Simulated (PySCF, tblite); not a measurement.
**vinyltrichlorosilane (C₂H₃Cl₃Si): isotopologues and vibrational averages**

How do isotopes change the rotational constants and shieldings of vinyltrichlorosilane (C₂H₃Cl₃Si) (`C=C[Si](Cl)(Cl)Cl`)?

Programs: PySCF 2.14.0 with density-fitted response routines of our own, and tblite 0.8.0. All values are computed, except where a source is named. Atoms count from 0 throughout.

## 1. The molecule as given

9 atoms, charge 0, multiplicity 1; geometry from: force field or distance geometry start.

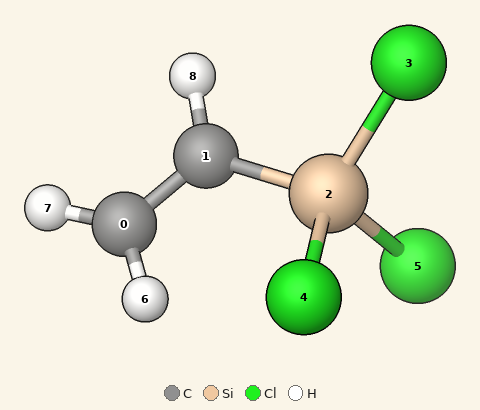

The starting geometry (carbon grey, silicon light orange, chlorine green, hydrogen white), atoms numbered.

## 2. GFN2-xTB relaxation, lowest of a short conformer search

What the job is given:

```
{"job": {"xc": "GFN2-xTB", "basis": "xTB", "kind": "relax"}, "charge": 0, "multiplicity": 1}
C      1.537000    -0.170000    -0.279400
C      0.456000    -0.404200     0.498500
Si    -1.126900     0.264900     0.016200
Cl    -2.300900     0.609700     1.675800
Cl    -0.870400     2.024900    -1.042100
Cl    -2.060900    -1.234500    -1.194100
H      1.288700     0.439700    -1.166700
H      2.525100    -0.492400    -0.054700
H      0.606400    -1.014000     1.445900
```

Started as:

```bash
$ OMP_NUM_THREADS=1 python ens_run.py task.json out
```

One launch serves the whole session.

Log:

```text
step      E/eV     max force
  0    -578.44316    4.101
  1    -578.67948    1.552
  2    -578.72461    1.144
  3    -578.76470    0.673
  4    -578.79257    0.382
  5    -578.80007    0.301
  6    -578.81810    0.450
  7    -578.82567    0.390
  8    -578.83881    0.272
  9    -578.84440    0.223
 10    -578.84846    0.169
 11    -578.85114    0.167
 12    -578.85390    0.186
 13    -578.85668    0.161
 14    -578.85898    0.127
 15    -578.86053    0.147
 16    -578.86182    0.139
 17    -578.86323    0.106
 18    -578.86458    0.101
 19    -578.86550    0.093
 20    -578.86614    0.091
 21    -578.86684    0.081
 22    -578.86779    0.103
 23    -578.86875    0.098
 24    -578.86932    0.055
 25    -578.86956    0.042
 26    -578.86973    0.036
 27    -578.86999    0.060
 28    -578.87030    0.073
 29    -578.87056    0.053
 30    -578.87067    0.025
 31    -578.87073    0.021
 32    -578.87078    0.023
 33    -578.87083    0.027
 34    -578.87088    0.020
 35    -578.87092    0.020
 36    -578.87095    0.019
 37    -578.87098    0.022
 38    -578.87103    0.024
 39    -578.87107    0.018
 40    -578.87111    0.016
 41    -578.87113    0.013
 42    -578.87116    0.016
 43    -578.87119    0.020
 44    -578.87127    0.028
 45    -578.87139    0.049
 46    -578.87159    0.074
 47    -578.87187    0.095
 48    -578.87231    0.105
 49    -578.87297    0.089
 50    -578.87385    0.104
 51    -578.87462    0.070
 52    -578.87505    0.058
 53    -578.87523    0.064
 54    -578.87553    0.044
 55    -578.87577    0.044
 56    -578.87605    0.035
 57    -578.87627    0.034
 58    -578.87652    0.034
 59    -578.87672    0.050
 60    -578.87708    0.053
 61    -578.87747    0.071
 62    -578.87828    0.078
 63    -578.87855    0.097
 64    -578.87888    0.042
 65    -578.87897    0.040
 66    -578.87930    0.039
 67    -578.87951    0.052
 68    -578.87973    0.043
 69    -578.87982    0.024
 70    -578.87984    0.010
 71    -578.87985    0.010
 72    -578.87986    0.012
 73    -578.87987    0.011
 74    -578.87989    0.010
 75    -578.87990    0.009
 76    -578.87990    0.006
 77    -578.87990    0.002
```

It took 0.44 s on 1 thread of Arm Neoverse V2, shared host.

Gain 0.437 eV; displacement 0.37 Å root mean square.

## 3. Tight optimisation and Hessian

What the job is given:

```
{"job": {"xc": "B3LYP", "basis": "pcSseg-1", "grid": 2, "temperatures": [300, 400], "kind": "geom"}, "charge": 0, "multiplicity": 1}
C      1.621782    -0.049512    -0.162054
C      0.477768    -0.498269     0.334205
Si    -1.226395     0.218410    -0.036851
Cl    -2.091774     0.831952     1.686895
Cl    -1.072210     1.786337    -1.299758
Cl    -2.389055    -1.207323    -0.880852
H      1.658761     0.788591    -0.838332
H      2.568716    -0.500992     0.086879
H      0.506653    -1.345219     1.009151
```

Log:

```text
step   0  E = -47572.0353761 eV  max force = 1.36954
step   1  E = -47572.1027858 eV  max force = 0.27156
step   2  E = -47572.1079219 eV  max force = 0.03503
step   3  E = -47572.1082343 eV  max force = 0.01550
step   4  E = -47572.1082668 eV  max force = 0.00204
step   5  E = -47572.1082671 eV  max force = 0.00109
step   6  E = -47572.1082671 eV  max force = 0.00109
step   7  E = -47572.1082674 eV  max force = 0.00006
harmonic wavenumbers (cm-1): 72.4 136.4 141.8 181.7 209.9 220.6 356.3 442.7 522.5 593.4 612.3 723.7 1010.8 1025.9 1026.9 1292.2 1434.8 1655.9 3115.1 3124.2 3202.5
```

It took 10 min on 1 thread of Arm Neoverse V2, shared host; peak memory 0.63 GiB.

## 4. Displacements along the modes, parent

What the job is given:

```
{"job": {"xc": "B3LYP", "basis": "pcSseg-1", "grid": 2, "temperatures": [300, 400], "kind": "vib", "mass_numbers": [12, 12, 28, 35, 35, 35, 1, 1, 1]}, "charge": 0, "multiplicity": 1}
C      1.622003    -0.042124    -0.165571
C      0.471585    -0.498124     0.332298
Si    -1.197367     0.206148    -0.031512
Cl    -2.102296     0.835051     1.714349
Cl    -1.060192     1.808491    -1.323839
Cl    -2.408914    -1.232678    -0.882607
H      1.665671     0.806795    -0.846052
H      2.573660    -0.505733     0.091363
H      0.490096    -1.353851     1.010853
```

Log:

```text
mode    cm-1    km/mol   phi_rrr   E(+)/cm-1  E(-)/cm-1
  1     72.37     0.04      -3.6      21.14      21.68
  2    136.44     0.04      27.4      25.74      23.72
  3    141.84     0.39      -0.0      26.40      26.53
  4    181.67     3.25      -1.6      32.73      32.82
  5    209.91     2.47       0.2      38.92      38.78
  6    220.59    13.71      -1.4      39.66      39.77
  7    356.26     0.12     -12.1      63.76      64.64
  8    442.68    24.89     -44.1      78.17      81.34
  9    522.54     9.44       0.4      95.31      95.21
 10    593.39   197.01      35.5     108.16     105.60
 11    612.33   241.68       0.3     110.48     110.51
 12    723.66   110.73     140.6     135.53     125.43
 13   1010.83    25.96      -1.2     183.71     183.78
 14   1025.89    10.03     -20.8     184.79     186.29
 15   1026.92    20.62      14.4     186.56     185.48
 16   1292.18     0.68      77.3     235.91     230.31
 17   1434.80    26.56     -22.8     257.61     259.27
 18   1655.94    10.63    -361.7     285.55     311.57
 19   3115.15     3.29    -183.0     556.28     569.40
 20   3124.21     1.91   -1157.0     522.82     606.01
 21   3202.45     2.06    -153.2     573.85     584.84
```

Run time: 11 min. Hardware: 1 thread of Arm Neoverse V2, shared host; peak memory 0.7 GiB.

## 5. Displacements along the modes, 13C at atom 0

Changed since step 4:

```diff
@@ -1,2 +1,2 @@
-{"job": {"xc": "B3LYP", "basis": "pcSseg-1", "grid": 2, "temperatures": [300, 400], "kind": "vib", "mass_numbers": [12, 12, 28, 35, 35, 35, 1, 1, 1]}, "charge": 0, "multiplicity": 1}
+{"job": {"xc": "B3LYP", "basis": "pcSseg-1", "grid": 2, "temperatures": [300, 400], "kind": "vib", "mass_numbers": [13, 12, 28, 35, 35, 35, 1, 1, 1]}, "charge": 0, "multiplicity": 1}
 C      1.622003    -0.042124    -0.165571
```

Log:

```text
mode    cm-1    km/mol   phi_rrr   E(+)/cm-1  E(-)/cm-1
  1     71.17     0.03       3.5      21.07      20.55
  2    135.06     0.03      27.6      25.50      23.47
  3    141.80     0.39      -0.0      26.41      26.55
  4    180.86     3.27       2.5      32.70      32.54
  5    209.86     2.48      -0.2      38.78      38.92
  6    219.73    13.50      -1.5      39.50      39.61
  7    352.57     0.14     -11.1      63.13      63.94
  8    442.64    24.99     -44.2      78.16      81.33
  9    522.45     9.41       0.4      95.30      95.20
 10    593.10   196.93     -34.8     105.57     108.08
 11    612.27   241.48       0.3     110.47     110.49
 12    722.15   110.43     137.4     135.14     125.27
 13   1001.02    26.48      -1.2     181.96     182.02
 14   1021.79     8.05     -30.4     183.71     185.89
 15   1026.81    21.84       3.5     186.27     185.98
 16   1284.93     0.69      77.0     234.61     229.02
 17   1434.58    27.03     -19.9     257.67     259.12
 18   1628.66    10.78    -341.3     281.33     305.89
 19   3111.33     4.58    -791.7     533.54     590.46
 20   3121.57     0.53   -1506.3     511.44     619.62
 21   3189.44     2.05    -161.8     571.15     582.77
```

Run time: 11 min. Hardware: 1 thread of Arm Neoverse V2, shared host; peak memory 0.7 GiB.

## 6. Vibrational averages by isotopologue

What the job is given:

```
{"job": {"xc": "B3LYP", "basis": "pcSseg-1", "grid": 2, "temperatures": [300, 400], "kind": "iso"}, "charge": 0, "multiplicity": 1}
C      1.622003    -0.042124    -0.165571
C      0.471585    -0.498124     0.332298
Si    -1.197367     0.206148    -0.031512
Cl    -2.102296     0.835051     1.714349
Cl    -1.060192     1.808491    -1.323839
Cl    -2.408914    -1.232678    -0.882607
H      1.665671     0.806795    -0.846052
H      2.573660    -0.505733     0.091363
H      0.490096    -1.353851     1.010853
```

Log:

```text
parent
  Be/MHz 1397.513 1208.63 1135.306
  B0/MHz 1388.838 1204.433 1133.617
  ZPE/cm-1 10551.0
  <sigma>(0 K)/ppm 28.985 34.549 309.973 773.925 815.659 773.933 24.710 24.633 25.023
13C at atom 0
  Be/MHz 1389.958 1185.128 1119.397
  B0/MHz 1381.464 1180.961 1117.597
  ZPE/cm-1 10511.9
  <sigma>(0 K)/ppm 29.017 34.590 309.967 773.936 815.685 773.944 24.713 24.636 25.025
```

It took 32 min on 1 thread of Arm Neoverse V2, shared host; peak memory 0.7 GiB. This counts the whole study up to here.

Rotational constants (MHz) at equilibrium and in the ground state:

```
 isotopologue                      Be                      B0  zero-point change (cm⁻¹)
       parent  1397.5, 1208.6, 1135.3  1388.8, 1204.4, 1133.6                       0.0
13C at atom 0  1390.0, 1185.1, 1119.4  1381.5, 1181.0, 1117.6                     -39.1
```

Shieldings of the first species (ppm): at equilibrium, the vibrational parts at 0 K, and the averages:

```
atom  equilibrium  anharmonic  harmonic     0 K   300 K   400 K
  C0        33.54        1.04     -5.60   28.98   28.53   28.28
  C1        39.20        0.49     -5.14   34.55   33.37   32.77
 Si2       310.30       -0.85      0.53  309.97  309.66  309.41
 Cl3       781.26       -2.29     -5.04  773.93  767.82  764.53
 Cl4       824.90       -2.55     -6.69  815.66  804.73  799.32
 Cl5       781.28       -2.31     -5.04  773.93  767.31  763.81
  H6        25.22        0.14     -0.65   24.71   24.70   24.69
  H7        25.13        0.02     -0.52   24.63   24.60   24.59
  H8        25.51        0.10     -0.59   25.02   24.96   24.93
```

Isotope effects on the shieldings at 0 K (ppb; positive means more shielded):

```
atom  13C at atom 0
  C0             32
  C1             42
 Si2             -6
 Cl3             11
 Cl4             26
 Cl5             11
  H6              3
  H7              3
  H8              2
```

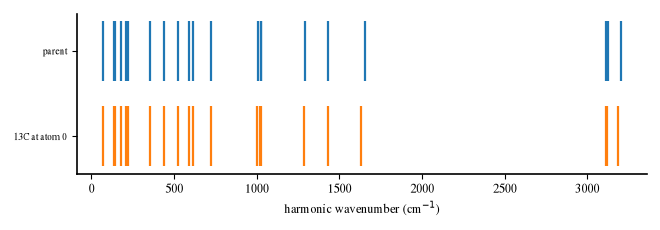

Harmonic wavenumbers of each isotopologue.

## 7. What came out

```
                   quantity                       value
                point group                          Cs
    B0 of the first species  1388.8, 1204.4, 1133.6 MHz
          zero-point energy                  10551 cm⁻¹
zero-point change of σ(Cl4)                   -9.24 ppm
```

What this shows: Zero-point motion changes the shielding of Cl4 most, by -9.24 ppm. The largest secondary isotope effect is 42 ppb on C1, 1 bond from the change (13C at atom 0). The job flags a low mode; perturbation theory is less sure for low modes.
